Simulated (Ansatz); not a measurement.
Method: PBE (plane waves to 420 eV, PAW; Ansatz, a first-principles code).

Host crystal: wurtzite GaN, with a band gap (PBE, scalar-relativistic without spin-orbit coupling).

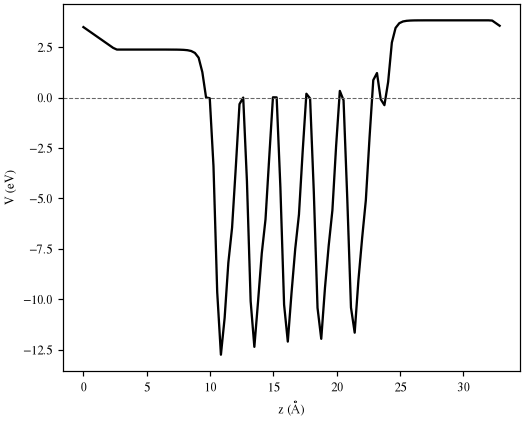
Fig. 1. Plane-averaged electrostatic potential energy along the normal, in eV from the highest filled level, for OH on the (0001) surface of wurtzite GaN (2x2 with 3 H on 4 top atoms; a constructed slab, bottom: 3 H on 4 bottom sites), one in a cell of 36 Å², started at the site 'bridge H-H (span 3.2 Å)'

Set-up: 48 atoms, 13.8 Å thick at the start with caps and adatoms under the adsorbate (thin: gaps and levels are the slab's own); mesh 4x4x1; 0.01 eV smearing; dipole correction on; 23 atoms held, the rest relaxed; no symmetry held; spin-polarised, ending with about 1.0 μB a cell; orders that need a larger cell were not tried, no spin-orbit, no U, no dispersion correction. At the end it is bonded to Ga. In PBE it is, or lies within 0.03 eV of, the lowest of the starts that converged.

Question: The surface cell has an area of 35.88 Å². What dipole along the normal does the step between the two vacuum levels imply?

Answer: the top vacuum level lies 1.45 eV above the bottom one; p = −ε₀ A ΔV (ε₀ = 0.005526 e/(V·Å)) gives -0.29 e·Å a cell.
